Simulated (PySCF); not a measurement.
H$_{8}$N$_{4}$Si, SMILES `N[Si](N)(N)N`.

Method: PBE0/def2-TZVP; geometry: GFN2-xTB; program: PySCF. No frequency check shows the geometry to be a minimum.

The calculation's input:

```python
import numpy as np
from pyscf import gto, scf, dft
from pyscf.scf import atom_ks, atom_hf
from scipy.linalg import block_diag

def solve(mol, dm0=None, hcore=None):
    mf = (dft.UKS if mol.spin else dft.RKS)(mol, xc='pbe0')
    mf.grids.level = 3
    mf = mf.density_fit(auxbasis='def2-universal-jkfit')
    mf.conv_tol, mf.max_cycle = 1e-8, 80
    if hcore is not None:
        mf.get_hcore = lambda *args: hcore
    mf.kernel(dm0)
    if not mf.converged:
        mf = mf.newton().run(mf.mo_coeff, mf.mo_occ, max_cycle=30)
    assert mf.converged, 'SCF not converged'
    return mf

mol = gto.M(atom='''
N     -1.08387     0.75980    -1.12176
Si     0.00019     0.00004     0.00013
N      1.08382    -1.12255    -0.75918
N     -1.08387    -0.75983     1.12166
N      1.08382     1.12251     0.75908
H     -1.87009     1.24816    -0.72519
H     -0.66237     1.33831    -1.83037
H      1.87016    -0.72722    -1.24835
H      0.66134    -1.83135    -1.33675
H     -0.66237    -1.33835     1.83027
H     -1.87009    -1.24820     0.72508
H      1.87016     0.72718     1.24825
H      0.66134     1.83132     1.33665
''', basis='def2-tzvp', charge=0, spin=0, verbose=4)
mf = solve(mol)
mf.analyze()
# spherically averaged free atoms, for the promolecule
atm = atom_ks.get_atm_nrks(mol, xc='pbe0')
pro = block_diag(*[(atm[a[0]][2] * atm[a[0]][3]) @ atm[a[0]][2].T for a in mol._atom])
np.savez('result.npz', e=mf.e_tot, c=mf.mo_coeff, occ=mf.mo_occ, eps=mf.mo_energy, pro=pro, dip=mf.dip_moment(verbose=0), s2=mf.spin_square()[0])
```

Command:

```sh
OMP_NUM_THREADS=1 python input.py
```

The run took 21 s on 1 thread of Intel(R) Xeon(R) Platinum 8259CL CPU @ 2.50GHz (Skylake/Cascade Lake) (shared host), peak memory 0.79 GiB.

Partitions, critical points and surface values were worked out afterwards from this run's density.

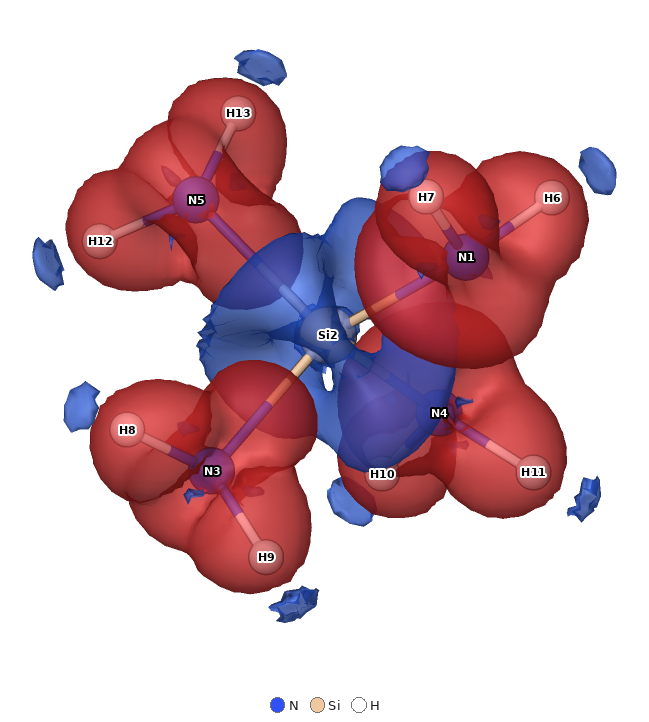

Deformation density (molecule less spherical, spin-averaged free atoms at the same positions), surfaces at ±0.08 e/Å³; red: gain, blue: loss.

### How much density has each bond gained at its critical point, relative to the free atoms?

N1–H7, N3–H9, N4–H10 and N5–H13: +0.82 e/Å³ at the bond critical point (bond length 1.01 Å, Mayer order 0.9). N1–H6, N3–H8, N5–H12 and N4–H11: +0.81 e/Å³ at the bond critical point (bond length 1.01 Å, Mayer order 0.9). Si2–N5, Si2–N4, N1–Si2 and Si2–N3: +0.16 e/Å³ at the bond critical point (bond length 1.74 Å, Mayer order 1.1). In all, 3.0 electrons gather in the regions of gain relative to the promolecule.

### Where do the Hirshfeld charges lie?

The highest Hirshfeld charge is on Si2 (+0.46 e), the lowest on N1, N3, N4 and N5 (−0.33 e).

```
atom  charge (e)
  N1       −0.33
 Si2       +0.46
  N3       −0.33
  N4       −0.33
  N5       −0.33
  H6       +0.11
  H7       +0.11
  H8       +0.11
  H9       +0.11
 H10       +0.11
 H11       +0.11
 H12       +0.11
 H13       +0.11
```
